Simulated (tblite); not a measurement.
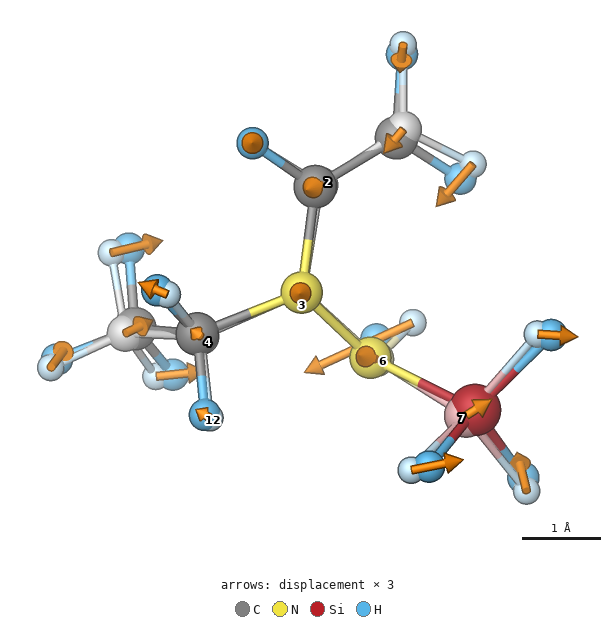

This is a relaxation of C4H12N2Si. The starting structure is drawn faded, the final one solid; orange arrows show the displacements, 3 times their true length. The two geometries are superimposed by the best rigid fit.

A ball-and-stick model, seen face on.

All numbers below come from GFN2-xTB geometry optimisation, gas phase in tblite. 

Which element moves most?

Hydrogen: up to 0.52 Å, against 0.28 Å for nitrogen.

Describe the change and its energy.

Over 85 geometry steps the energy falls by 6.68 kcal/mol. The atom that moves furthest after the best rigid fit is an H atom (0.52 Å). Largest moves by element: H 0.52 Å, N 0.28 Å, C 0.17 Å, Si 0.14 Å. Some distances before and after: H–Si 1.490 → 1.462 Å, C–N 1.473 → 1.448 Å, C–H 1.094 → 1.074 Å, C–C 1.512 → 1.530 Å. Among the angles between lasting bonds that change: Si–N–H 109.7° → 120.7°, N–Si–H 109.3° → 116.0°, N–Si–H 107.6° → 103.1°.
